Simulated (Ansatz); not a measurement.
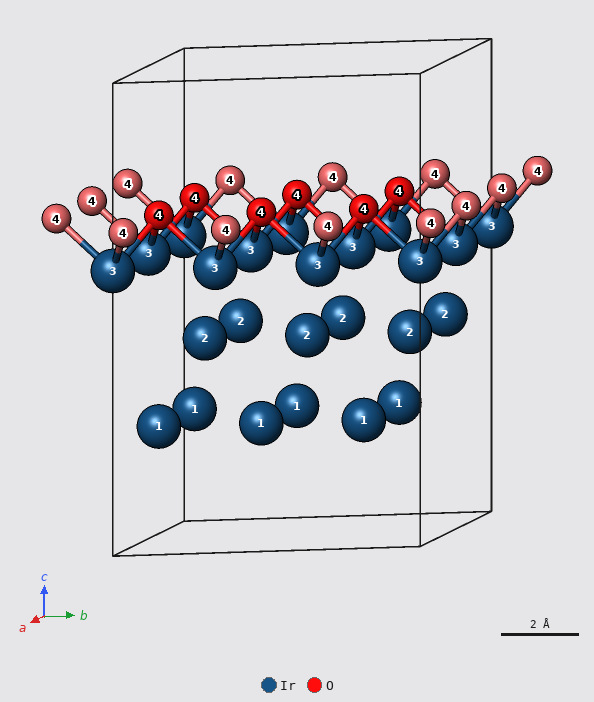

*The input geometry (ball-and-stick view of the 2 × 3 repeat of the cell, with the vacuum cut short, seen slightly off an axis; neighbours outside the cell are drawn fainter; atoms are numbered from 1 in the order of the input). An atom can appear more than once, as a periodic image.*

## Single-point calculation, with input and output: Ir$_{3}$O

The run: single-point calculation of Ir$_{3}$O (slab, 4 atoms in the cell). Method and program: DFT, PBE, plane waves, PAW, PAW set soft_1, no spin polarisation (Ansatz 0.2.0).

The structure derives from an entry of the Crystallography Open Database. Figures and captions count atoms from 1; the log counts them from 0 in places.

Input
```yaml
crystal:
  lattice:
    - [2.7367600872, 0.0, 0.0]
    - [-1.3683800436, 2.3701037596, 0.0]
    - [0.0, 0.0, 19.842580073]
  atoms:
    - { symbol: Ir, position: [0.6666666667, 0.3333333333, 0.2015866881] }
    - { symbol: Ir, position: [0.3333333333, 0.6666666667, 0.3110139949] }
    - { symbol: Ir, position: [0.0, 0.0, 0.4204382718] }
    - { symbol: O, position: [0.6666666667, 0.3333333333, 0.4860645936] }
basis:
  ecutwfc: "400 eV"
kpoints:
  mp_grid: { grid: [12, 12, 1] }
hamiltonian:
  xc: pbe
  pseudopotentials: { kind: paw, azcp: { folder: soft_1 } }
scf:
  occupations: { method: gaussian, width: 0.1 }
output:
  forces: true
  eigenvalues: true
efield:
  axis: 3
  dipole_correction: true
  ramp_width: 0.04
```

Launch command:
```bash
ansatz run input.yaml --threads 1 --pin off --max-ram 3072MiB --backend cpu --events-out ev --progress --plain --runs-dir out
```

What the program printed
```
Warning: basis.ecutwfc = 400 eV is below the records' recommended 420 eV, and the density's cutoff is lower with it unless basis.ecutrho_ratio is high enough to keep the records' density cutoff: compare with a run at a higher cutoff
Engine: ansatz 0.2.0, aarch64-unknown-linux-gnu
Pseudopotentials: kind: paw
Pseudopotential: Ir, paw, valence charge 17, recommended cutoff 420 eV (normal), [file]
Pseudopotential: O, paw, valence charge 6, recommended cutoff 420 eV (normal), [file]
Functional definition: PBE
  parameter kappa = 0.804
  parameter beta = 0.06672455060314922
  exchange = pbe_x(kappa = kappa, mu = beta*pi^2/3)
  correlation = pbe_c(beta = beta)
Crystal: 4 atoms, lattice volume = 128.707 Å³
Basis set: ecut = 400 eV, 2375 PW (Γ), exchange–correlation on 36×36×270 points (8 copies of the dense FFT grid, shifted against one another)
Bands: 35, of which v1, the nominal top of the filled ones, is band 29 counted from 1 (28 counted from 0)
Symmetry: 6 space group operations
Space group: P3m1 (ITA 156), of the structure as read, at distance tolerance 5.0e-5 Å
k-points: 19 of 144 (time reversal used)
Non-local potential: Ir, projectors of the file, l = 0: 3, l = 1: 2, l = 2: 2, l = 3: 1
Non-local potential: O, projectors of the file, l = 0: 2, l = 1: 2, l = 2: 1
PAW form: soft (Blöchl's): semilocal exchange-correlation on the pseudo side does not see the compensation charge
PAW one-centre angular grid: Ir, 590 points (default); XC on 64 Gauss nodes
PAW one-centre angular grid: O, 110 points (default); XC on 64 Gauss nodes
Initial density: superposition of atomic densities (neutral atoms: chi_scale 0, normalization atom)
Initial wavefunctions: pseudopotential atomic-orbital guess
Functional: x = pbe(κ = 0.804, μ = 0.2195149727645171), c = pbe(β = 0.06672455060314922)
SCF iter   1: F=—  HF=-36375.755545 eV  |F-HF|=—  |Δ(HF+E_count)|=         —  Δρ=7.00e-2  dr2=1.27e1  ethr=3.10e-3  p=-0.000 e·Å  D=-5.11e-6 V/Å  ΔV_dip=0.00 eV  dr2_dipole=7.04e-1  V_vac-E_F(+/−)=6.49/6.49 eV  ⟨swp⟩=8.7  Hψ=3277  notcnv=0
efield: sawtooth ramp at fractional position 0.8238 (placed from the atoms, in the widest stretch of the axis that holds none; the zero of the levels goes with the place), width 0.0400; the density the first Hamiltonian is built on has a dipole p = -0.000 e·Å; the dipole correction subtracts the counter field D = -5.11e-6 V/Å, which shifts the + side's vacuum level by +0.00 eV against the − side's; the planar-averaged density in the ramp window peaks in size at 2.5e-5 e/Å³
preconditioner: auto → LDOS  [metal: Δε(μ)=0.048 eV  Ē_g=8.381 eV  σ=0.100 eV  W_gap=0.27  n_scr=14 (ndim 8)  ℏωp=18.8 eV  f_vac=0.560  D(μ)=4.69/eV (n_scr^D=16)  β→1.0]
SCF iter   2: F=—  HF=-36375.046130 eV  |F-HF|=—  |Δ(HF+E_count)|=   7.09e-1  Δρ=3.13e-2  dr2=3.01e0  ethr=3.10e-3  p=-0.020 e·Å  D=-2.79e-2 V/Å  ΔV_dip=0.55 eV  dr2_dipole=3.06e-1  V_vac-E_F(+/−)=5.93/5.38 eV  ⟨swp⟩=3.0  Hψ=1739  notcnv=0  defer=21
SCF iter   3: F=—  HF=-36374.582543 eV  |F-HF|=—  |Δ(HF+E_count)|=   4.64e-1  Δρ=1.78e-2  dr2=6.03e-1  ethr=3.10e-3  p=-0.018 e·Å  D=-2.50e-2 V/Å  ΔV_dip=0.50 eV  dr2_dipole=2.01e-3  V_vac-E_F(+/−)=6.33/5.83 eV  ⟨swp⟩=3.2  Hψ=1530  notcnv=0  defer=21
SCF iter   4: F=—  HF=-36374.472900 eV  |F-HF|=—  |Δ(HF+E_count)|=   1.10e-1  Δρ=4.45e-3  dr2=3.95e-2  ethr=1.06e-3  p=-0.034 e·Å  D=-4.72e-2 V/Å  ΔV_dip=0.94 eV  dr2_dipole=1.15e-4  V_vac-E_F(+/−)=6.50/5.56 eV  ⟨swp⟩=2.5  Hψ=1174  notcnv=0  defer=18
SCF iter   5: F=—  HF=-36374.468036 eV  |F-HF|=—  |Δ(HF+E_count)|=   4.86e-3  Δρ=9.27e-4  dr2=1.00e-2  ethr=6.94e-5  p=-0.035 e·Å  D=-4.86e-2 V/Å  ΔV_dip=0.96 eV  dr2_dipole=4.34e-3  V_vac-E_F(+/−)=6.52/5.56 eV  ⟨swp⟩=2.1  Hψ=1027  notcnv=0  defer=18
SCF iter   6: F=—  HF=-36374.468175 eV  |F-HF|=—  |Δ(HF+E_count)|=   1.39e-4  Δρ=5.08e-4  dr2=3.27e-3  ethr=1.76e-5  p=-0.035 e·Å  D=-4.93e-2 V/Å  ΔV_dip=0.98 eV  dr2_dipole=1.40e-3  V_vac-E_F(+/−)=6.52/5.55 eV  ⟨swp⟩=1.1  Hψ=665  notcnv=0  defer=18
SCF iter   7: F=—  HF=-36374.468161 eV  |F-HF|=—  |Δ(HF+E_count)|=   1.41e-5  Δρ=1.40e-4  dr2=1.67e-4  ethr=5.73e-6  p=-0.036 e·Å  D=-5.02e-2 V/Å  ΔV_dip=1.00 eV  dr2_dipole=6.59e-5  V_vac-E_F(+/−)=6.53/5.54 eV  ⟨swp⟩=1.3  Hψ=667  notcnv=0  defer=18
SCF iter   8: F=—  HF=-36374.468189 eV  |F-HF|=—  |Δ(HF+E_count)|=   2.76e-5  Δρ=9.68e-5  dr2=1.42e-5  ethr=2.92e-7  p=-0.036 e·Å  D=-5.04e-2 V/Å  ΔV_dip=1.00 eV  dr2_dipole=1.43e-7  V_vac-E_F(+/−)=6.54/5.54 eV  ⟨swp⟩=2.2  Hψ=1031  notcnv=0  defer=18
SCF iter   9: F=—  HF=-36374.468206 eV  |F-HF|=—  |Δ(HF+E_count)|=   1.69e-5  Δρ=6.45e-5  dr2=7.58e-6  ethr=2.48e-8  p=-0.036 e·Å  D=-5.03e-2 V/Å  ΔV_dip=1.00 eV  dr2_dipole=1.04e-6  V_vac-E_F(+/−)=6.54/5.54 eV  ⟨swp⟩=3.1  Hψ=1437  notcnv=0  defer=18
SCF iter  10: F=—  HF=-36374.468204 eV  |F-HF|=—  |Δ(HF+E_count)|=   1.28e-6  Δρ=2.92e-5  dr2=1.61e-6  ethr=1.33e-8  p=-0.036 e·Å  D=-5.04e-2 V/Å  ΔV_dip=1.00 eV  dr2_dipole=2.13e-7  V_vac-E_F(+/−)=6.54/5.54 eV  ⟨swp⟩=2.4  Hψ=918  notcnv=0  defer=18
SCF iter  11: F=—  HF=-36374.468204 eV  |F-HF|=—  |Δ(HF+E_count)|=   2.61e-7  Δρ=6.75e-6  dr2=1.07e-7  ethr=1.75e-10  p=-0.036 e·Å  D=-5.04e-2 V/Å  ΔV_dip=1.00 eV  dr2_dipole=2.29e-8  V_vac-E_F(+/−)=6.54/5.54 eV  ⟨swp⟩=11.1  Hψ=3946  notcnv=0
SCF iter  12: F=-36374.468204 eV  HF=-36374.468204 eV  |F-HF|=1.55e-9  |Δ(HF+E_count)|=   5.48e-8  Δρ=1.15e-6  dr2=5.83e-9  ethr=1.75e-10  p=-0.036 e·Å  D=-5.04e-2 V/Å  ΔV_dip=1.00 eV  dr2_dipole=1.53e-9  V_vac-E_F(+/−)=6.54/5.54 eV  ⟨swp⟩=6.5  Hψ=2625  notcnv=0
SCF 1 converged in 12 iterations: F = -36374.468204 eV  dr2 = 5.83e-9
  greatest PAW one-centre occupation: 1.000 electrons in one spin orbital (limit 2), on the Ir atom at site 1 (counted from 0), in its partial waves of l = 0
```

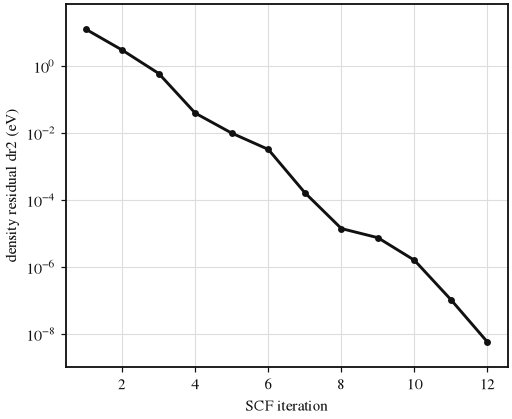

*Convergence of the self-consistent field: density residual dr2 against the SCF iteration.*

The residual falls at every step.

```
SCF converged after 12 iterations
Free energy (F): -36374.468204 eV
Harris-Foulkes:  -36374.468204 eV  (|F-HF|=1.55e-9)
Internal energy: -36374.444399 eV  (E = F + TS)
E sigma→0 (E₀):  -36374.456301 eV
Entropy (-TS):   -0.023806 eV (-5.951 meV/atom)
Fermi energy:    5.239928 eV
Dipole field:    D = -0.050453 V/Å  (p = -0.035886 e·Å, saw-weighted, corrected)
Work function:   Φ+ = 6.5391 eV   Φ− = 5.5381 eV
Levels:          The Fermi level and band energies are counted from a zero that moves with the ramp; work functions are not
--- Per-component energies (eV) ---
  E_band       = -1323.973829
  E_kinetic    = 1785.373939
  E_local      = -66206.673787  (includes V_loc(G=0)·N_el)
  E_nonlocal   = 622.643142
  E_hartree    = 32108.793634
  E_xc         = -760.300355
  E_vxc        = -858.672265  (∫ρ·V_xc dr)
  E_paw        = -27957.139774  (= ΣΔE_a)
  E_vpaw       = -883.413455  (= ΣTr[D̂ρ^β])
  E_aug_tail   = 0.002110  (compensation charges beyond the density's cutoff)
  E_efield     = 0.000905  (sawtooth field / dipole correction)
  E_vefield    = -0.819117  (∫n·V_field dr)
  E_ewald      = 24032.855786
  E_smearing   = -0.023806  (= −TS)
  E_closure    = 0.000000  (closes the sum)
  Σ components = -36374.468204   (vs F -36374.468204, Δ=0.00e0)
--- Forces (eV/Å), atoms counted from 1 ---
  atom   1  Ir     0.00000000    -0.00000000    -0.41505154
  atom   2  Ir     0.00000000    -0.00000000    -0.37707504
  atom   3  Ir     0.00000000    -0.00000000     0.81346361
  atom   4  O      0.00000000     0.00000000    -0.02135182
  max |Σ_I F_I| component: 1.48e-5 eV/Å
--- Band table (eV; the first three rows and the last of 19) ---
  k-point 0: bands = ["-88.4617", "-87.6404", "-87.1293", "-45.4305", "-44.9750", "-44.9750", "-44.5265", "-44.1732", "-44.1732", "-43.7767", "-43.6984", "-43.6984", "-15.1412", "-4.8952", "-3.5976", "-2.5160", "-0.6842", "-0.6842", "0.8259", "1.3746", "1.3746", "1.8301", "2.1736", "2.1736", "2.6605", "2.8197", "2.8197", "3.9964", "3.9964", "4.9517", "5.1928", "5.1928", "6.2819", "6.2819", "10.3860"]
  k-point 1: bands = ["-88.4590", "-87.6378", "-87.1267", "-45.4225", "-45.0168", "-44.9845", "-44.5205", "-44.2122", "-44.1825", "-43.7742", "-43.7340", "-43.7073", "-15.0795", "-4.6629", "-3.3685", "-2.2623", "-0.9999", "-0.5834", "0.7900", "1.1197", "1.5390", "1.6830", "2.0858", "2.3053", "2.6733", "2.7801", "2.7949", "3.9459", "4.0490", "4.2860", "5.2188", "5.6929", "6.3311", "6.7489", "10.6337"]
  k-point 2: bands = ["-88.4516", "-87.6306", "-87.1197", "-45.4010", "-45.1284", "-45.0104", "-44.5070", "-44.3152", "-44.2078", "-43.8342", "-43.7645", "-43.7313", "-14.9143", "-4.0491", "-2.7807", "-1.6352", "-1.5016", "-0.3755", "0.3002", "0.6673", "1.5413", "1.7525", "1.9189", "2.5034", "2.5745", "2.6768", "3.1004", "3.4264", "4.1601", "4.4642", "5.2938", "5.9950", "6.4581", "7.9355", "11.1825"]
  k-point 18: bands = ["-88.4164", "-87.5960", "-87.0861", "-45.3928", "-45.3846", "-45.3016", "-44.5765", "-44.5500", "-44.4535", "-44.0754", "-44.0431", "-43.7414", "-14.1627", "-2.6013", "-1.4735", "-0.9940", "-0.7674", "-0.5469", "-0.2691", "0.2887", "0.7879", "1.0726", "2.2923", "2.3227", "3.3938", "4.0023", "4.2493", "4.8525", "5.2738", "5.9612", "6.9466", "11.1991", "11.2143", "11.3146", "13.6876"]
```

Results in brief

```csv
quantity,value
outcome,converged
electrons treated,57
free energy,−36374.4682 eV
Fermi energy,5.240 eV
gap on the k-point mesh,none (metallic)
largest force (length of the vector),0.813 eV/Å
hardware,"1 thread of Arm Neoverse V1, 24 GiB of memory available, shared host"
wall time,11 s
peak memory,0.33 GiB
```

Remarks

Settings chosen away from the usual ones: basis.ecutwfc set to 400 eV (from 420). These settings are looser than, or depart from, a standard set-up, so the numbers are not reference values for this system. Warnings of the run: the cutoff is below the recommended one. Spin–orbit coupling is left out, which matters for Ir. The cell holds an odd number of electrons but the run has no spin polarisation, so a band is left half filled.
